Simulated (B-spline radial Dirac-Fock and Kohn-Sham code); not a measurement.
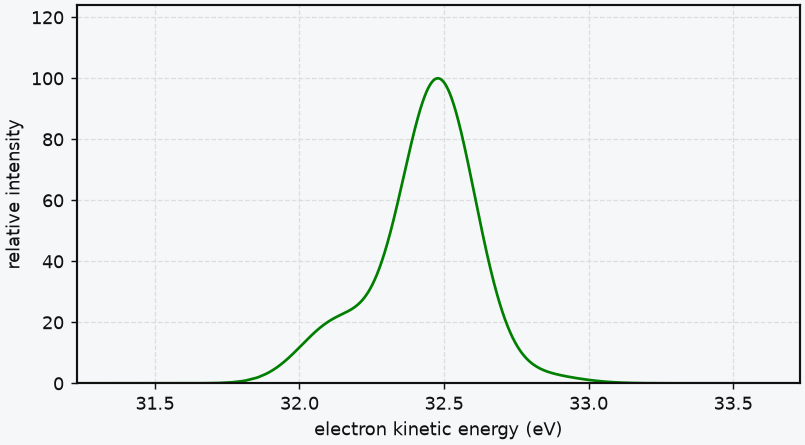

Auger and Coster–Kronig groups that fill an M2 (3p1/2) hole, broadened by 0.30 eV full width. Kinetic energies count from the vacuum level; very weak lines are left out. It refers to Cu²⁺ in the configuration [Ar] 3d9, inside a Watson sphere of charge −2 and radius 2.7 Å that stands in for a crystal. Level of theory: independent-particle Coulomb rates on relativistic LDA orbitals, configuration-average energies from Dirac–Fock; calculated with a radial B-spline solver. Widths ruled by Coster–Kronig decay come out up to twice the measured ones in this model.

**Which group is strongest?**

M2-M4M5 at 32.48 eV, 82 % of the non-radiative width.

**How wide is the M2 level from this decay?**

The non-radiative width is 3.18 eV.
